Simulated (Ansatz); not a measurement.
**B₂SiH+ (triplet): from Hartree-Fock to the top rungs, cc-pVTZ**

How much of the correlation energy of B₂SiH+ (triplet) does each wave-function method recover here?

The runs use Ansatz 0.2.0, Gaussian basis; cc-pVTZ, core rule «outside noble gas», up to 7 orbitals frozen.

Plan: UHF; CCSD(T) on ROHF; CCSD(T) on UHF; BCCD(T) on ROHF; CCSDT(Q) on ROHF; CCSDT(Q) on UHF.

5 further runs of the same task are left out: 5 set aside as unsound or not needed.

**1. The geometry**

The geometry is a PBE0/def2-TZVP stationary point (not a proven minimum) of the parent state, kept for this charge and spin.

4 atoms, charge 1, spin multiplicity 3.

Atoms are counted from 1 here; the program's logs count them from 0.

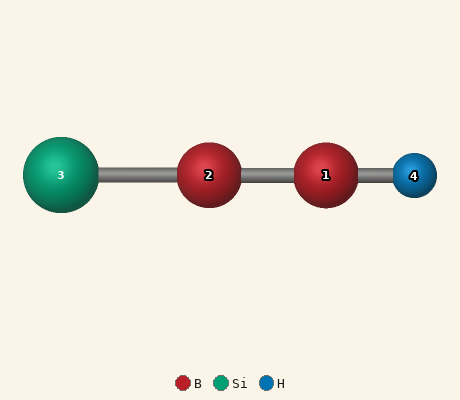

The structure; boron red, silicon teal, hydrogen blue; atoms are numbered from 1 in the order of the file.

In the tables R marks a restricted open-shell determinant and U an unrestricted one; energies count from the table's Hartree-Fock row.

**2. UHF**

in.yaml

```yaml
crystal:
  periodic: [false, false, false]
  atoms:
    - {symbol: B, position_ang: [0.000000, 0.000000, -0.976964]}
    - {symbol: B, position_ang: [0.000000, 0.000000, 0.578505]}
    - {symbol: Si, position_ang: [0.000000, 0.000000, 2.553858]}
    - {symbol: H, position_ang: [0.000000, 0.000000, -2.155400]}
basis:
  gaussian: {orbitals: cc-pVTZ}
total_charge: 1
magnetization: {spin_polarized: true, initial_magnetization: 2}
hamiltonian: {xc: hf}
output: {orbitals: {seedname: orbitals}}
```

Command:

```bash
$ ansatz run in.yaml --threads 1 --pin off --events-out ev --progress --plain --max-ram 4096MiB --backend cpu
```

The program printed:

```text
Functional definition: HF
  name "HF"
  cite "Fock, Z. Phys. 61, 126 (1930) doi:10.1007/BF01340294"
  parent pbe
  exchange = exact_x
  correlation = 0
921 factors; their error is unknown
mean field evaluation 1: about -9208.5880 eV, gradient 1.5e1 eV
mean field evaluation 2: about -9210.3370 eV, gradient 5.0e0 eV
mean field evaluation 4: about -9210.6495 eV, gradient 6.0e-1 eV
mean field evaluation 8: about -9210.8629 eV, gradient 1.0e-3 eV
mean field evaluation 16: about -9210.8629 eV, gradient 5.2e-6 eV
mean field evaluation 32: about -9210.8612 eV, gradient 5.1e-2 eV
mean field evaluation 64: about -9210.5698 eV, gradient 1.4e0 eV
mean field evaluation 96: about -9208.8125 eV, gradient 7.1e-1 eV
mean field evaluation 128: about -9208.9431 eV, gradient 5.1e0 eV
mean field evaluation 160: about -9210.8629 eV, gradient 5.2e-6 eV
mean field -9210.86288115 eV, -338.4929675353 hartree, gradient 5.2e-6 eV, S^2 2.016673; 5 other end points of the search recorded, 0 dependent functions left out
reference -9210.86288115 eV, -338.4929675353 hartree; 13, 11 occupied and 95, 97 virtual orbitals, 921 factors
Total energy: -9210.86288115 eV, -338.4929675353 hartree
```

Run time: 7.5 s. Hardware: 1 thread of AMD EPYC 7R13, shared host.

From the report: ⟨S²⟩ of the determinant 2.017 (pure triplet: 2.00).

**3. CCSD(T) on ROHF**

Edit in.yaml of step 2 so:

```diff
@@ -10,4 +10,4 @@
 total_charge: 1
-magnetization: {spin_polarized: true, initial_magnetization: 2}
-hamiltonian: {xc: hf}
-output: {orbitals: {seedname: orbitals}}
+magnetization: {spin_polarized: false, initial_magnetization: 2}
+correlation: {method: ccsd_t, electrons: outside_noble_gas}
+output: {forces: true}
```

Command:

```bash
$ ansatz run in.yaml --threads 2 --pin off --events-out ev --progress --plain --max-ram 24576MiB --backend cuda --devices 0, --max-vram 18GiB
```

The program printed (excerpt; [...] marks lines left out):

```text
Functional definition: HF
  name "HF"
  cite "Fock, Z. Phys. 61, 126 (1930) doi:10.1007/BF01340294"
  parent pbe
[...]
641 factors; integrals over basis functions are off by at most 1.1e-3 eV
[...]
mean field -9210.76260523 eV, -338.4892824631 hartree, gradient 2.8e-6 eV, S^2 2.000000; 7 other end points of the search recorded, 0 dependent functions left out
[...]
determinant -9210.76260523 eV, -338.4892824631 hartree, with singles and doubles -9217.67133458 eV, -338.7431735838 hartree
determinant -9209.00282392 eV, -338.4246116928 hartree, with singles and doubles -9215.67716263 eV, -338.6698891163 hartree
determinant -9208.75779430 eV, -338.4156070202 hartree, with singles and doubles -9216.09360333 eV, -338.6851930298 hartree
7 core orbitals not correlated: weight in the atoms' cores, before any rotation towards them, 1.000 or more for the frozen orbitals, at most 0.000 for the correlated occupied ones
reference -9210.76260523 eV, -338.4892824631 hartree; 6, 4 occupied and 95, 97 virtual orbitals, 641 factors
second order -5.65138495 eV of doubles, -0.05007987 eV of singles
cycle   1  -6.74539967 eV  change   -4.3e-1 eV  update   2.4e-2
[...]
cycle  14  -6.76387411 eV  change   -1.1e-7 eV  update   2.8e-7
perturbative correction -0.32363970 eV, -0.0118935396 hartree
[...]
Total energy: -9217.85011904 eV, -338.7497437916 hartree
Atom 0 at     0.000000     0.000000    -0.976964 Å, force     0.000000     0.000000    -0.667448 eV/Å
Atom 1 at     0.000000     0.000000     0.578505 Å, force     0.000000    -0.000000     0.997665 eV/Å
Atom 2 at     0.000000     0.000000     2.553858 Å, force    -0.000000     0.000000    -0.478725 eV/Å
Atom 3 at     0.000000     0.000000    -2.155400 Å, force    -0.000000    -0.000000     0.148508 eV/Å
Dipole moment:     0.000000     0.000000    -0.323284 e Å
```

Wall time 8.5 s (1 × H100 (card shared with other runs) with 2 threads of AMD EPYC 7R13, shared host); peak host memory 0.96 GiB.

From the report: correlation -7.0875 eV; T1 0.022; largest double amplitude 0.09.

**4. CCSD(T) on UHF**

Edit in.yaml of step 3 so:

```diff
@@ -10,3 +10,3 @@
 total_charge: 1
-magnetization: {spin_polarized: false, initial_magnetization: 2}
+magnetization: {spin_polarized: true, initial_magnetization: 2}
 correlation: {method: ccsd_t, electrons: outside_noble_gas}
```

The command is unchanged.

The program printed (excerpt; [...] marks lines left out):

```text
Functional definition: HF
  name "HF"
  cite "Fock, Z. Phys. 61, 126 (1930) doi:10.1007/BF01340294"
  parent pbe
[...]
641 factors; integrals over basis functions are off by at most 1.1e-3 eV
[...]
mean field -9210.86316468 eV, -338.4929779547 hartree, gradient 3.1e-6 eV, S^2 2.016673; 14 other end points of the search recorded, 0 dependent functions left out
determinant -9210.86316468 eV, -338.4929779547 hartree, with singles and doubles -9217.66891830 eV, -338.7430847873 hartree
determinant -9209.54599701 eV, -338.4445729355 hartree, with singles and doubles -9216.11530685 eV, -338.6859906195 hartree
determinant -9209.42709280 eV, -338.4402032865 hartree, with singles and doubles -9215.98763420 eV, -338.6812987362 hartree
determinant -9209.20205470 eV, -338.4319332889 hartree, with singles and doubles -9215.67584105 eV, -338.6698405490 hartree
[...]
reference -9210.86316468 eV, -338.4929779547 hartree; 6, 4 occupied and 95, 97 virtual orbitals, 641 factors
second order -5.57307322 eV of doubles, -0.00000000 eV of singles
cycle   1  -6.64855489 eV  change   -4.4e-1 eV  update   2.4e-2
[...]
cycle  21  -6.66641901 eV  change   -2.3e-9 eV  update   1.0e-8
perturbative correction -0.31933095 eV, -0.0117351960 hartree
[...]
the multipliers restart with 30 DIIS vectors
Total energy: -9217.84891465 eV, -338.7496995308 hartree
Atom 0 at     0.000000     0.000000    -0.976964 Å, force     0.000000     0.000000    -0.663629 eV/Å
Atom 1 at     0.000000     0.000000     0.578505 Å, force     0.000000    -0.000000     0.997055 eV/Å
Atom 2 at     0.000000     0.000000     2.553858 Å, force    -0.000000    -0.000000    -0.481662 eV/Å
Atom 3 at     0.000000     0.000000    -2.155400 Å, force    -0.000000    -0.000000     0.148236 eV/Å
Dipole moment:     0.000000    -0.000000    -0.322793 e Å
```

Run time: 16 s. Hardware: 1 × H100 (card shared with other runs) with 2 threads of AMD EPYC 7R13, shared host; peak host memory 0.96 GiB.

From the report: ⟨S²⟩ of the determinant 2.017 (pure triplet: 2.00); correlation -6.9857 eV; T1 0.021; largest double amplitude 0.09.

**5. BCCD(T) on ROHF**

Edit in.yaml of step 4 so:

```diff
@@ -10,4 +10,3 @@
 total_charge: 1
-magnetization: {spin_polarized: true, initial_magnetization: 2}
-correlation: {method: ccsd_t, electrons: outside_noble_gas}
-output: {forces: true}
+magnetization: {spin_polarized: false, initial_magnetization: 2}
+correlation: {method: bccd_t, electrons: outside_noble_gas}
```

Launched as before.

The program printed (excerpt; [...] marks lines left out):

```text
Functional definition: HF
  name "HF"
  cite "Fock, Z. Phys. 61, 126 (1930) doi:10.1007/BF01340294"
  parent pbe
[...]
641 factors; integrals over basis functions are off by at most 1.1e-3 eV
[...]
mean field -9210.76260523 eV, -338.4892824631 hartree, gradient 2.8e-6 eV, S^2 2.000000; 7 other end points of the search recorded, 0 dependent functions left out
[...]
determinant -9210.76260523 eV, -338.4892824631 hartree, with singles and doubles -9217.67133458 eV, -338.7431735838 hartree
determinant -9209.00282392 eV, -338.4246116928 hartree, with singles and doubles -9215.67716263 eV, -338.6698891163 hartree
determinant -9208.75779430 eV, -338.4156070202 hartree, with singles and doubles -9216.09360333 eV, -338.6851930298 hartree
7 core orbitals not correlated: weight in the atoms' cores, before any rotation towards them, 1.000 or more for the frozen orbitals, at most 0.000 for the correlated occupied ones
reference -9210.76260523 eV, -338.4892824631 hartree; 6, 4 occupied and 95, 97 virtual orbitals, 641 factors
second order -5.65138495 eV of doubles, -0.05007987 eV of singles
cycle   1  -6.74325690 eV  change   -4.2e-1 eV  update   2.4e-2
[...]
cycle  10  -6.75672448 eV  change    5.0e-6 eV  update   9.8e-6
perturbative correction -0.33253842 eV, -0.0122205616 hartree
Total energy: -9217.85186813 eV, -338.7498080695 hartree
```

Run time: 7.5 s. Hardware: 1 × H100 (card shared with other runs) with 2 threads of AMD EPYC 7R13, shared host; peak host memory 0.8 GiB.

From the report: correlation -7.0893 eV; largest double amplitude 0.09.

**6. CCSDT(Q) on ROHF**

Edit in.yaml of step 5 so:

```diff
@@ -11,2 +11,2 @@
 magnetization: {spin_polarized: false, initial_magnetization: 2}
-correlation: {method: bccd_t, electrons: outside_noble_gas}
+correlation: {method: ccsdt_q, electrons: outside_noble_gas}
```

Launched as before.

The program printed (excerpt; [...] marks lines left out):

```text
Functional definition: HF
  name "HF"
  cite "Fock, Z. Phys. 61, 126 (1930) doi:10.1007/BF01340294"
  parent pbe
[...]
1257 factors; integrals over basis functions are off by at most 2.1e-7 eV
[...]
mean field -9210.76261104 eV, -338.4892826767 hartree, gradient 4.1e-6 eV, S^2 2.000000; 9 other end points of the search recorded, 0 dependent functions left out
[...]
determinant -9210.76261104 eV, -338.4892826767 hartree, with singles and doubles -9217.67218652 eV, -338.7432048921 hartree
determinant -9209.00282975 eV, -338.4246119068 hartree, with singles and doubles -9215.67792285 eV, -338.6699170540 hartree
determinant -9208.75780017 eV, -338.4156072360 hartree, with singles and doubles -9216.10063044 eV, -338.6854512715 hartree
determinant -9207.81844688 eV, -338.3810866395 hartree, with singles and doubles -9215.02942048 eV, -338.6460850313 hartree
determinant -9207.44210880 eV, -338.3672564700 hartree, with singles and doubles -9214.27493943 eV, -338.6183583643 hartree
7 core orbitals not correlated: weight in the atoms' cores, before any rotation towards them, 1.000 or more for the frozen orbitals, at most 0.000 for the correlated occupied ones
reference -9210.76261104 eV, -338.4892826767 hartree; 6, 4 occupied and 95, 97 virtual orbitals, 1257 factors
second order -5.65140451 eV of doubles, -0.05007980 eV of singles
cycle   1  -6.42820114 eV  change   -7.3e-1 eV  update   9.4e-2
[...]
cycle  17  -7.14735004 eV  change    1.2e-7 eV  update   7.9e-7
perturbative correction -0.02271919 eV, -0.0008349147 hartree
Total energy: -9217.93268027 eV, -338.7527778606 hartree
```

It took 37 s on 1 × H100 (card shared with other runs) with 2 threads of AMD EPYC 7R13, shared host; peak host memory 1.3 GiB.

From the report: correlation -7.1701 eV; T1 0.025; largest double amplitude 0.13.

**7. CCSDT(Q) on UHF**

Edit in.yaml of step 6 so:

```diff
@@ -10,3 +10,3 @@
 total_charge: 1
-magnetization: {spin_polarized: false, initial_magnetization: 2}
+magnetization: {spin_polarized: true, initial_magnetization: 2}
 correlation: {method: ccsdt_q, electrons: outside_noble_gas}
```

Launched as before.

The program printed (excerpt; [...] marks lines left out):

```text
Functional definition: HF
  name "HF"
  cite "Fock, Z. Phys. 61, 126 (1930) doi:10.1007/BF01340294"
  parent pbe
[...]
1257 factors; integrals over basis functions are off by at most 2.1e-7 eV
[...]
mean field -9210.86317046 eV, -338.4929781670 hartree, gradient 2.9e-6 eV, S^2 2.016673; 13 other end points of the search recorded, 0 dependent functions left out
determinant -9210.86317046 eV, -338.4929781670 hartree, with singles and doubles -9217.66869478 eV, -338.7430765730 hartree
determinant -9209.54600387 eV, -338.4445731878 hartree, with singles and doubles -9216.11473056 eV, -338.6859694413 hartree
determinant -9209.42710081 eV, -338.4402035809 hartree, with singles and doubles -9215.98742989 eV, -338.6812912280 hartree
determinant -9209.20206057 eV, -338.4319335046 hartree, with singles and doubles -9215.67557245 eV, -338.6698306784 hartree
determinant -9208.90255937 eV, -338.4209270387 hartree, with singles and doubles -9215.05269054 eV, -338.6469401902 hartree
determinant -9208.77492696 eV, -338.4162366338 hartree, with singles and doubles -9216.16665359 eV, -338.6878775772 hartree
determinant -9208.42286824 eV, -338.4032987147 hartree, with singles and doubles -9214.83860884 eV, -338.6390728330 hartree
determinant -9207.94267569 eV, -338.3856519640 hartree, with singles and doubles -9215.02270783 eV, -338.6458383459 hartree
7 core orbitals not correlated: weight in the atoms' cores, before any rotation towards them, 1.000 or more for the frozen orbitals, at most 0.000 for the correlated occupied ones
reference -9210.86317046 eV, -338.4929781670 hartree; 6, 4 occupied and 95, 97 virtual orbitals, 1257 factors
second order -5.57309259 eV of doubles, -0.00000000 eV of singles
cycle   1  -6.31087280 eV  change   -7.4e-1 eV  update   9.6e-2
[...]
cycle  17  -7.04747091 eV  change   -2.1e-7 eV  update   9.0e-7
perturbative correction -0.02333071 eV, -0.0008573878 hartree
Total energy: -9217.93397207 eV, -338.7528253336 hartree
```

Wall time 33 s (1 × H100 (card shared with other runs) with 2 threads of AMD EPYC 7R13, shared host); peak host memory 1 GiB.

From the report: ⟨S²⟩ of the determinant 2.017 (pure triplet: 2.00); correlation -7.0708 eV; T1 0.025; largest double amplitude 0.13.

**8. Misses and costs**

The yardstick is RCCSDT(Q), where the cluster series has nearly closed. Rows without a time come out of other runs: HF, MP2 and CCSD of CCSD(T), CCSDT of CCSDT(Q). The times of RCCSD(T), UCCSD(T) include forces.

| method | energy from the lowest RHF (kJ/mol) | from RCCSDT(Q) (kJ/mol) | time |
| --- | --- | --- | --- |
| RHF | 0.0 | +691.8 |  |
| UHF | -9.7 | +682.1 |  |
| RMP2 | -550.1 | +141.7 |  |
| UMP2 | -547.4 | +144.4 |  |
| RCCSD | -652.6 | +39.2 |  |
| UCCSD | -652.9 | +38.9 |  |
| RCCSD(T) | -683.8 | +8.0 | 8.5 s |
| UCCSD(T) | -683.7 | +8.1 | 16 s |
| BCCD(T) | -684.0 | +7.8 | 7.5 s |
| RCCSDT | -689.6 | +2.2 |  |
| UCCSDT | -689.7 | +2.1 |  |
| RCCSDT(Q) | -691.8 | 0 | 37 s |
| UCCSDT(Q) | -691.9 | -0.1 | 33 s |

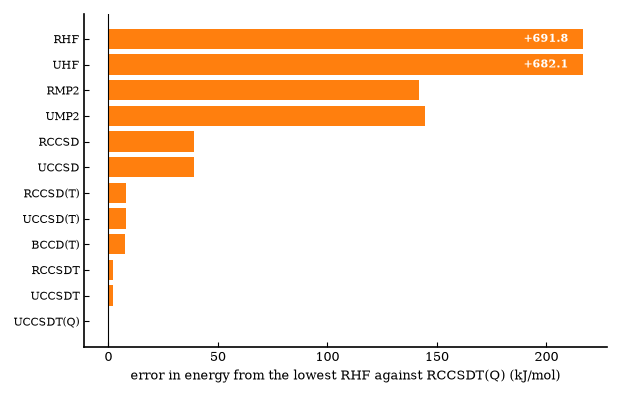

Deviations from RCCSDT(Q), method by method. Bars with a number in them are cut short.

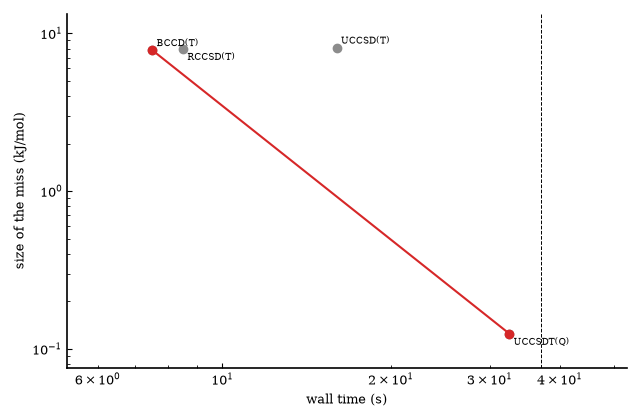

Miss against cost. Red marks the levels that no quicker level drawn beats (of those quicker than the yardstick), and the dashed line is the time of RCCSDT(Q). Times are from a shared host.

**9. What came out**

| quantity | value |
| --- | --- |
| RCCSDT(Q) below the RHF energy | -7.1701 eV |
| RMP2 from RCCSDT(Q) | +141.7 kJ/mol |
| UMP2 from RCCSDT(Q) | +144.4 kJ/mol |
| RCCSD from RCCSDT(Q) | +39.2 kJ/mol |
| RCCSD(T) from RCCSDT(Q) | +8.0 kJ/mol |
| UCCSD(T) from RCCSDT(Q) | +8.1 kJ/mol |
| UCCSDT(Q) from RCCSDT(Q) | -0.1 kJ/mol |
| levels within 1 kcal/mol (43 meV) | RCCSDT, UCCSDT, UCCSDT(Q) |
| T1 diagnostic | 0.022 |

What this shows: RCCSD(T) lands +8.0 kJ/mol from the yardstick (1.2 % of the correlation energy). These misses are within one basis, not against nature; the frozen cores of restricted and unrestricted runs differ, which can shift their rows.

UCCSDT(Q) reaches 0.1 kJ/mol from the reference in 33 s, where RCCSDT(Q) took 37 s; the quickest level in the cost chart, BCCD(T), takes 7.5 s and misses by 7.8 kJ/mol.
